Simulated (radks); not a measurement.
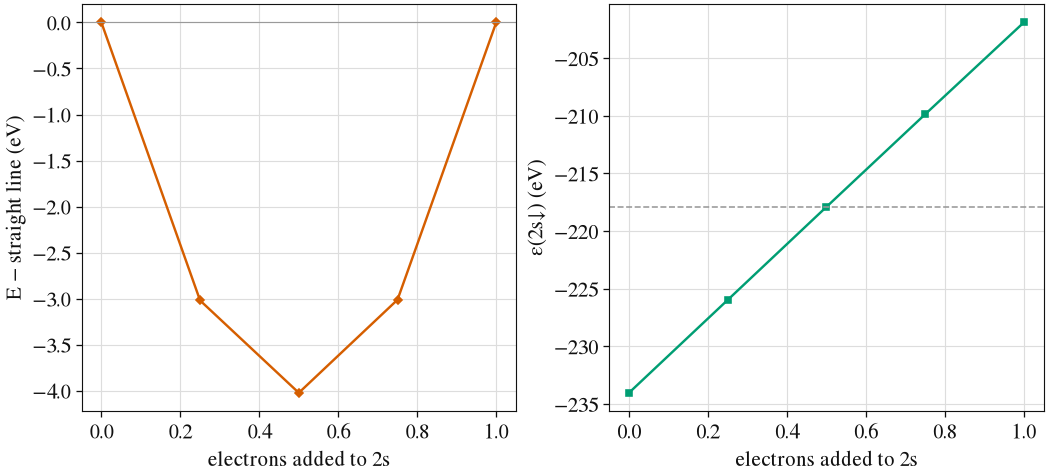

Level of theory: scalar-relativistic Kohn-Sham, r2SCAN, spin-polarised, spherical densities, finite nucleus. Computed with the in-house radial solver radks. The occupation of the 2s shell is varied from P³⁺ ([He] 2s1 2p6 3s2 3p1 (high spin)) to P²⁺ ([Ne] 3s2 3p1 (high spin)), with spherical fractional occupations. The plot shows the total energy less the straight line between the end points, and the eigenvalue of 2s↓ (the dashed line is minus the energy to take the whole electron out).

What does the shape say about the method?

Answer. The curve is convex (below the straight line), with the largest deviation among the points computed, −4.02 eV, at 0.5. The end points differ by 217.9 eV, the energy to take the electron out. The eigenvalue, which is the slope of the energy (Janak's theorem), moves from −234.0 eV at 0 to −201.9 eV at 1; for a straight line it would stay constant, and a parabola would sag by an eighth of this change, scaled to a whole electron, 4.02 eV. Convexity is the delocalisation error: fractional charges are too low in energy. The shell lies under occupied ones, so the straight line is a guide here rather than an exact condition.
